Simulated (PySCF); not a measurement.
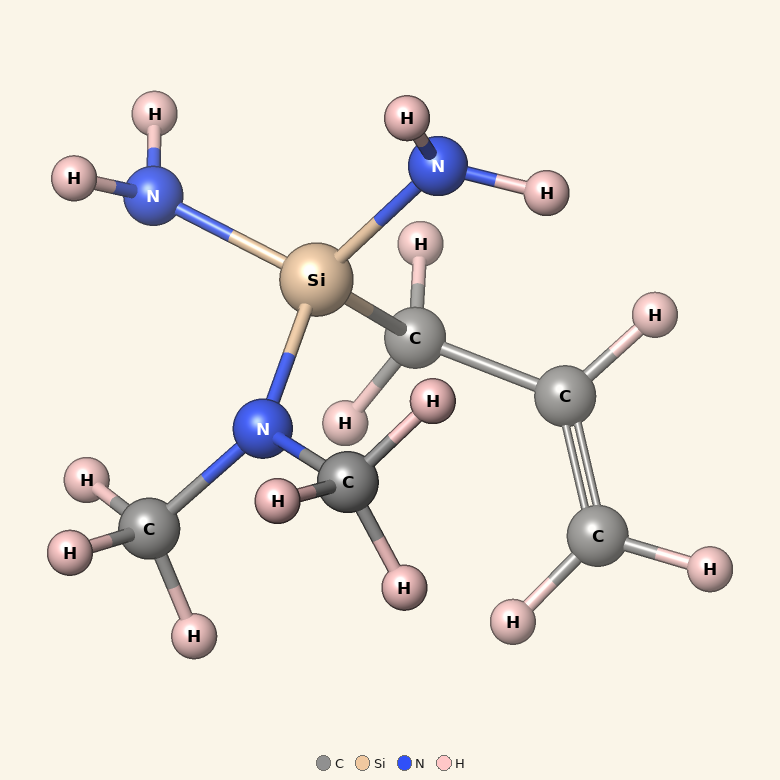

Orthographic view. Depth is shown by fading: the farther an atom, the more it takes the colour of the background. The computed structure is the end point of a PBE0-D3(BJ)/def2-SVP optimisation. No frequency run is at hand to confirm it as a minimum.

Give the standard InChI.

InChI=1S/C5H15N3Si/c1-4-5-9(6,7)8(2)3/h4H,1,5-7H2,2-3H3
